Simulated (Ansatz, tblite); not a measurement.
**The cluster GeH₄O₄: spin states and exact exchange**

Is the singlet the ground state of the cluster GeH₄O₄? Other spin states are computed and compared level by level.

The runs use Ansatz 0.2.0, Gaussian basis; as each input shows.

Plan: triplet, at the geometry of the singlet (GFN1-xTB, GFN2-xTB, PBE0-D4/def2-TZVP, PBE-D4/def2-TZVP, r2SCAN-D4/def2-TZVP); the singlet's energies come from earlier runs.

## 1. The structure

The singlet was relaxed beforehand with PBE-D4/def2-SVP. At that level it is the lowest of the isomers that a small search found.

9 atoms, charge 0, spin multiplicity 1.

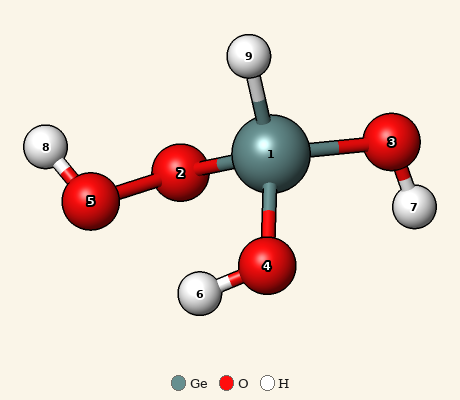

The structure; germanium teal, oxygen red, hydrogen white; atoms are numbered from 1 in the order of the file.

## 2. Triplet at the fixed geometry, GFN1-xTB

Tight binding, by tblite at 300 K electronic temperature and without a spin-polarisation term:

```python
tblite.interface.Calculator('GFN1-xTB', numbers, positions, charge=0, uhf=2).singlepoint()
```

Energy -606.2516 eV; 0.004 s.

## 3. Triplet at the fixed geometry, GFN2-xTB

Tight binding, by tblite at 300 K electronic temperature and without a spin-polarisation term:

```python
tblite.interface.Calculator('GFN2-xTB', numbers, positions, charge=0, uhf=2).singlepoint()
```

Energy -543.6100 eV; 0.003 s.

## 4. Triplet at the fixed geometry, PBE0-D4/def2-TZVP

Input file in.yaml:

```yaml
crystal:
  periodic: [false, false, false]
  atoms:
    - {symbol: Ge, position_ang: [0.563009, 0.279097, 0.179243]}
    - {symbol: O, position_ang: [-0.227419, -0.867052, -1.024724]}
    - {symbol: O, position_ang: [1.981588, -0.550650, 0.851172]}
    - {symbol: O, position_ang: [-0.635431, 0.536833, 1.476187]}
    - {symbol: O, position_ang: [-1.500745, -0.156364, -1.268274]}
    - {symbol: H, position_ang: [-1.524115, 0.443962, 1.077909]}
    - {symbol: H, position_ang: [1.699226, -1.257745, 1.462602]}
    - {symbol: H, position_ang: [-1.416083, 0.013516, -2.229848]}
    - {symbol: H, position_ang: [1.059970, 1.558393, -0.524266]}
basis:
  gaussian: {orbitals: def2-TZVP}
magnetization: {spin_polarized: true, initial_magnetization: 2}
hamiltonian: {xc: pbe0, dispersion: d4}
scf: {omitted_lower_state_checks: [starts]}
output: {orbitals: {seedname: orbitals}}
```

On the command line:

```console
ansatz run in.yaml --threads 4 --pin off --events-out ev --progress --plain --max-ram 3916MiB
```

What it wrote:

```text
Functional definition: PBE0
  name "PBE0"
  cite "Adamo & Barone, J. Chem. Phys. 110, 6158 (1999) doi:10.1063/1.478522"
  cite "Perdew, Burke & Ernzerhof, Phys. Rev. Lett. 77, 3865 (1996) doi:10.1103/PhysRevLett.77.3865"
  parent pbe
  parameter a = 0.25
  parameter kappa = 0.804
  parameter beta = 0.06672455060314922
  exchange = (1 - a)*pbe_x(kappa = kappa, mu = beta*pi^2/3) + a*exact_x
  correlation = pbe_c(beta = beta)
these checks for a lower state are left out or cut short: starts
1181 factors; their error is unknown
mean field evaluation 1: about -64743.4821 eV, gradient 5.8e1 eV
mean field evaluation 2: about -64722.6226 eV, gradient 9.6e1 eV
mean field evaluation 4: about -64753.9495 eV, gradient 8.2e0 eV
mean field evaluation 8: about -64754.1798 eV, gradient 2.7e-1 eV
mean field evaluation 16: about -64754.4661 eV, gradient 6.0e-3 eV
mean field -64754.46607113 eV, -2379.6827359603 hartree, gradient 3.3e-5 eV, S^2 2.013223; 0 other end points of the search recorded, 0 dependent functions left out
reference -64754.46609890 eV, -2379.6827369811 hartree; 35, 33 occupied and 161, 163 virtual orbitals, 1181 factors
Total energy: -64754.60275542 eV, -2379.6877590154 hartree
Checks for a lower state left out: starts
```

Run time: 4.9 s. Hardware: 4 threads of Arm Neoverse V2, shared host; peak memory 0.65 GiB.

From the report: HOMO -4.12 eV, LUMO -4.45 eV (over both spins; with the spin held, an empty level of the minority spin lies below the top filled one); ⟨S²⟩ 2.013 (pure: 2.00).

## 5. Triplet at the fixed geometry, PBE-D4/def2-TZVP

start.molden holds the orbitals of an earlier run on this state, given as this run's starting guess.

in.yaml: that of step 4 with these lines changed.

```diff
@@ -13,5 +13,5 @@
 basis:
-  gaussian: {orbitals: def2-TZVP}
+  gaussian: {orbitals: def2-TZVP, initial_orbitals: start.molden}
 magnetization: {spin_polarized: true, initial_magnetization: 2}
-hamiltonian: {xc: pbe0, dispersion: d4}
+hamiltonian: {xc: pbe, dispersion: d4}
 scf: {omitted_lower_state_checks: [starts]}
```

Launched as before.

What it wrote:

```text
Functional definition: PBE
  name "PBE"
  cite "Perdew, Burke & Ernzerhof, Phys. Rev. Lett. 77, 3865 (1996) doi:10.1103/PhysRevLett.77.3865"
  parent pbe
  parameter kappa = 0.804
  parameter beta = 0.06672455060314922
  exchange = pbe_x(kappa = kappa, mu = beta*pi^2/3)
  correlation = pbe_c(beta = beta)
these checks for a lower state are left out or cut short: starts
1138 factors; their error is unknown
mean field evaluation 1: about -64753.3916 eV, gradient 9.2e0 eV
mean field evaluation 2: about -64753.6047 eV, gradient 3.0e-1 eV
mean field evaluation 4: about -64753.5922 eV, gradient 3.6e-2 eV
mean field evaluation 8: about -64753.5922 eV, gradient 1.5e-5 eV
mean field -64753.59219223 eV, -2379.6506215031 hartree, gradient 1.5e-5 eV, S^2 2.005706; 0 other end points of the search recorded, 0 dependent functions left out
reference -64753.59223153 eV, -2379.6506229475 hartree; 35, 33 occupied and 161, 163 virtual orbitals, 1138 factors
Total energy: -64753.75493345 eV, -2379.6566021327 hartree
Checks for a lower state left out: starts
```

It took 2.7 s on 4 threads of Arm Neoverse V2, shared host.

From the report: HOMO -2.47 eV, LUMO -5.92 eV (over both spins; with the spin held, an empty level of the minority spin lies below the top filled one); ⟨S²⟩ 2.006 (pure: 2.00).

## 6. Triplet at the fixed geometry, r2SCAN-D4/def2-TZVP

in.yaml: that of step 5 with these lines changed.

```diff
@@ -15,3 +15,3 @@
 magnetization: {spin_polarized: true, initial_magnetization: 2}
-hamiltonian: {xc: pbe, dispersion: d4}
+hamiltonian: {xc: r2scan, dispersion: d4}
 scf: {omitted_lower_state_checks: [starts]}
```

The command is unchanged.

What it wrote:

```text
Functional definition: r2SCAN
  name "r2SCAN"
  cite "Furness, Kaplan, Ning, Perdew & Sun, J. Phys. Chem. Lett. 11, 8208 (2020) doi:10.1021/acs.jpclett.0c02405"
  cite "Furness, Kaplan, Ning, Perdew & Sun, J. Phys. Chem. Lett. 11, 9248 (2020) doi:10.1021/acs.jpclett.0c03077"
  parent r2scan
  parameter k0 = 0.174
  parameter k1 = 0.065
  parameter a1 = 4.9479
  exchange = r2scan_x(k0 = k0, k1 = k1, a1 = a1)
  correlation = r2scan_c
these checks for a lower state are left out or cut short: starts
1138 factors; their error is unknown
mean field evaluation 1: about -64766.3799 eV, gradient 5.3e0 eV
mean field evaluation 2: about -64766.4299 eV, gradient 8.8e-2 eV
mean field evaluation 4: about -64766.4145 eV, gradient 2.0e-3 eV
mean field evaluation 8: about -64766.4145 eV, gradient 8.5e-5 eV
mean field -64766.41449449 eV, -2380.1218324200 hartree, gradient 2.7e-5 eV, S^2 2.012526; 0 other end points of the search recorded, 0 dependent functions left out
reference -64766.41450612 eV, -2380.1218328475 hartree; 35, 33 occupied and 161, 163 virtual orbitals, 1138 factors
Total energy: -64766.45385583 eV, -2380.1232789225 hartree
Checks for a lower state left out: starts
```

Wall time 6.5 s (4 threads of Arm Neoverse V2, shared host).

From the report: HOMO -2.85 eV, LUMO -5.54 eV (over both spins; with the spin held, an empty level of the minority spin lies below the top filled one); ⟨S²⟩ 2.013 (pure: 2.00).

## 7. Triplet less singlet, vertical

The singlet's energies are those of its earlier runs, whose logs aren't repeated here.

| level | triplet less singlet, vertical (kJ/mol) | time |
| --- | --- | --- |
| GFN1-xTB | +677.8 | 0.008 s |
| GFN2-xTB | +601.5 | 0.005 s |
| PBE-D4/def2-TZVP | +384.4 | 4.3 s |
| r2SCAN-D4/def2-TZVP | +382.5 | 9.2 s |
| PBE0-D4/def2-TZVP | +399.4 | 7.1 s |

Times add the two runs; a level without a time comes out of a correlated run. Tight binding without a spin term can't rank spin states.

## 8. Outcome

| quantity | value |
| --- | --- |
| triplet less singlet, vertical, functionals in def2-TZVP | +382.5 (r2SCAN-D4) to +399.4 kJ/mol (PBE0-D4) |

In words: All functionals put the triplet above the singlet, over a spread of 16.9 kJ/mol. The checks for a lower triplet were left out, so another state of that spin may lie lower. These are electronic energies, without zero-point motion, entropy or surroundings.
